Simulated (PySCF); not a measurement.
# Atomic calculation, with input and output: Ta²⁺

Ta²⁺, configuration 1s2 2s2 2p6 3s2 3p6 3d10 4s2 4p6 4d10 4f14 5s2 5p6 5d2 6s1, multiplicity 4. Computed at this level: unrestricted PBE0, aug-cc-pVTZ-PP with ECP60, scalar-relativistic core potential (PySCF).

Key numbers:

```tsv
quantity	value
outcome	converged
total energy (valence electrons, under a core potential)	−56.431634 hartree
⟨S²⟩	3.751
⟨L²⟩	12.02
SCF iterations	5
hardware	1 CPU thread, shared host
CPU time	1.7 s (integrals apart)
```

Notes:

This is not the ground configuration of the species.

Input:
```python
from pyscf import gto, scf, dft, mp, cc
mol = gto.M(atom="Ta 0 0 0", charge=2, spin=3, symmetry="D2h",
            basis="aug-cc-pVTZ-PP",
            ecp="aug-cc-pVTZ-PP")
mf = dft.UKS(mol, xc="PBE0")
mf.irrep_nelec = {'Ag': (3, 1), 'B1g': (1, 0), 'B1u': (1, 1), 'B2u': (1, 1), 'B3u': (1, 1)}
mf.kernel()
```

The script is an equivalent of what the driver set up; the driver started from orbitals of its own, so the log can be shorter than this script's would be, and it computed the properties (radii, ⟨L²⟩, response) afterwards. It held the occupations shell by shell, which the script's counts by irreducible representation don't always enforce.

Log (extracts):
```
damping factor = 0
level_shift factor = 0
DIIS = <class 'pyscf.scf.diis.CDIIS'>
diis_start_cycle = 1
diis_space = 10
diis_damp = 0
SCF conv_tol = 1e-09
SCF conv_tol_grad = None
number electrons alpha = 7  beta = 4
XC functionals = PBE0
    C. Adamo and V. Barone.,  J. Chem. Phys. 110, 6158 (1999)
    M. Ernzerhof and G. E. Scuseria.,  J. Chem. Phys. 110, 5029 (1999)
cycle= 1 E= -56.4315601996944  delta_E= -0.00348  |g|= 0.0127  |ddm|= 0.0835
cycle= 2 E= -56.4316286247958  delta_E= -6.84e-05  |g|= 0.00382  |ddm|= 0.0265
cycle= 3 E= -56.4316339154658  delta_E= -5.29e-06  |g|= 0.000342  |ddm|= 0.00862
cycle= 4 E= -56.431633982565  delta_E= -6.71e-08  |g|= 9.92e-06  |ddm|= 0.000558
cycle= 5 E= -56.431633982641  delta_E= -7.6e-11  |g|= 3.68e-07  |ddm|= 2.26e-05
converged SCF energy = -56.431633982641  <S^2> = 3.7513466  2S+1 = 4.0006732
```

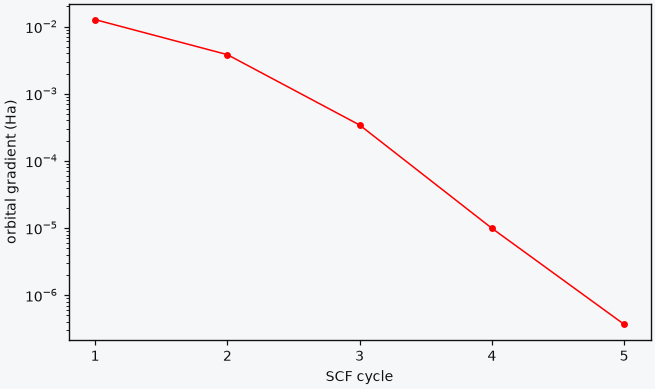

Figure 1. Convergence: orbital gradient against the SCF cycle. The residual falls at every step. It goes from 0.013 to 3.7×10⁻⁷ in 5 steps.

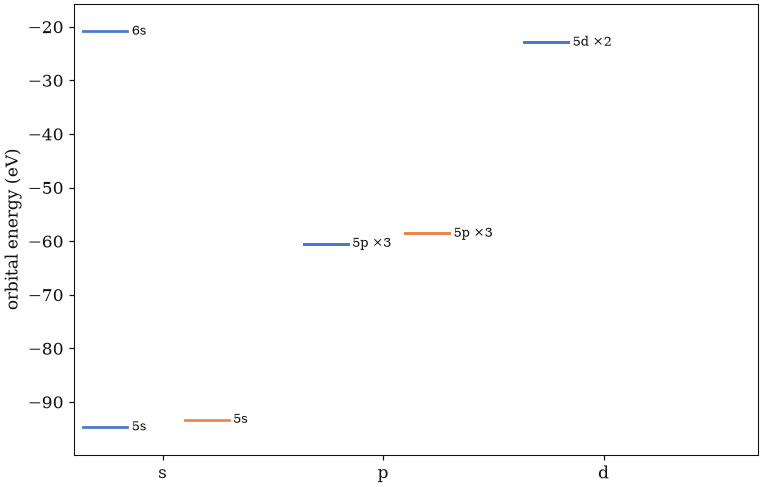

Figure 2. Orbital energies of the mean field, from the top down to −94.7 eV, by angular momentum, α spin at the left of each column and β at the right; ×n counts the orbitals under one label. The highest filled orbital is 6s α at −20.9 eV, the lowest empty one d α at −19.2 eV.
